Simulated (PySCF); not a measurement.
# C2H10FNSi4 (SMILES N#C[SiH2]C[Si](F)([SiH3])[SiH3]): what the fields show

```yaml
atoms:
  - { symbol: N, position_ang: [4.7257, 1.1823, 0.4938] }
  - { symbol: C, position_ang: [3.8110, 0.5745, 0.1673] }
  - { symbol: Si, position_ang: [2.3026, -0.4030, -0.3516] }
  - { symbol: C, position_ang: [0.8004, 0.7045, -0.0020] }
  - { symbol: Si, position_ang: [-0.9172, -0.0968, -0.3103] }
  - { symbol: F, position_ang: [-0.7247, -0.7210, -1.8178] }
  - { symbol: Si, position_ang: [-2.5232, 1.5720, -0.5298] }
  - { symbol: Si, position_ang: [-1.2434, -1.9449, 1.0590] }
  - { symbol: H, position_ang: [2.3010, -1.6045, 0.4894] }
  - { symbol: H, position_ang: [2.4737, -0.6927, -1.7744] }
  - { symbol: H, position_ang: [0.8873, 1.6008, -0.6203] }
  - { symbol: H, position_ang: [0.8411, 1.0521, 1.0317] }
  - { symbol: H, position_ang: [-2.7460, 2.2147, 0.7696] }
  - { symbol: H, position_ang: [-2.1639, 2.6379, -1.4710] }
  - { symbol: H, position_ang: [-3.8136, 1.0334, -0.9676] }
  - { symbol: H, position_ang: [-2.5240, -2.5938, 0.7640] }
  - { symbol: H, position_ang: [-0.2095, -2.9800, 0.9535] }
  - { symbol: H, position_ang: [-1.2862, -1.5292, 2.4648] }
```

Geometry: GFN2-xTB.

Computed with PySCF, PBE0/pcSseg-1, SCF density, gas phase, non-relativistic.

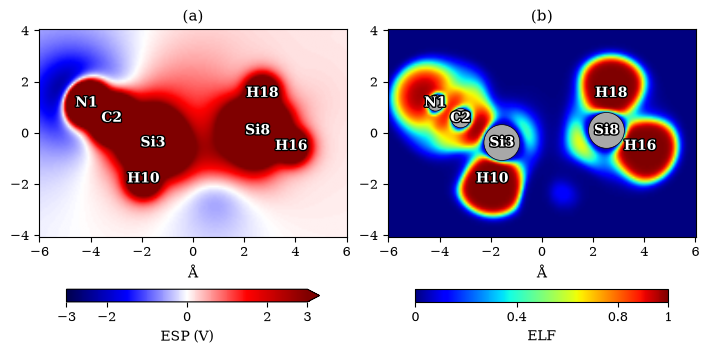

Figure 1. (a) molecular electrostatic potential; (b) ELF on the plane of atoms C2, Si3 and H10. Grey discs cover the atomic cores in the ELF map.

Describe what can be read from this map.

- The plane passes through N, C, Si and H nuclei.
- C–N (1.15 Å): the ELF peaks at about 0.85 between the atoms; a multiple bond.
- C–Si (1.87 Å): the ELF peaks at about 1 between the atoms, as expected for a covalent bond.
- Si–H (1.46 Å): the ELF climbs to about 1 towards the hydrogen, as it does in any bond to H.
- The ELF also peaks beside N1, away from the bonds: lone-pair regions.
- Outside the dense part of the molecule the potential is most negative (−2.2 V) near N1.

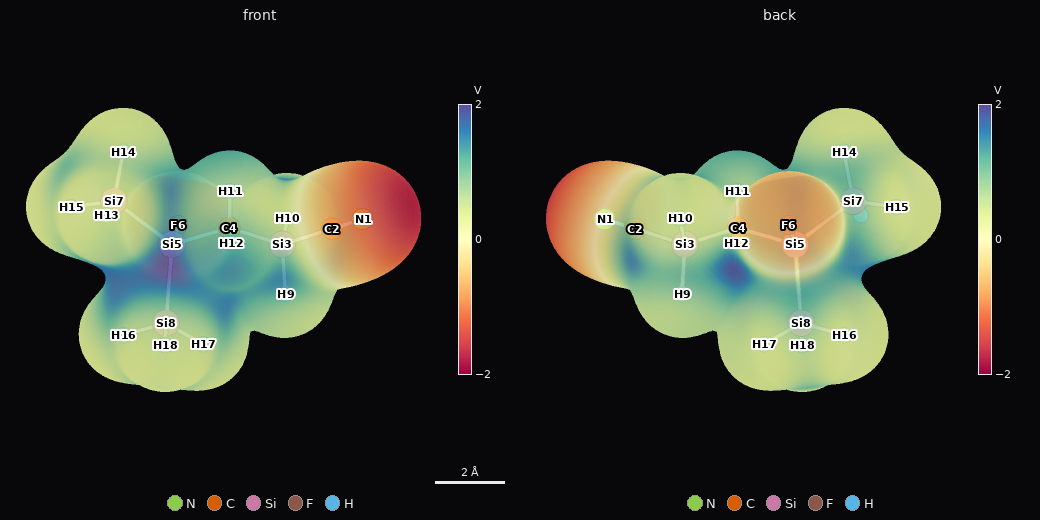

Figure 2. The molecular electrostatic potential painted on the density surface at 0.002 e/bohr³, seen from the front and from behind; red is negative and blue positive.

Which sites attract a positive test charge, and which a negative one?

A positive charge is drawn to the negative regions and a negative charge to the positive ones. The most negative region (about −1.8 V) lies over N1, the most positive (about +1.9 V) over Si3 and Si5. N1 is the likeliest acceptor of a hydrogen bond.

How polar is the molecule by this calculation?

Its dipole moment is 3.68 D.
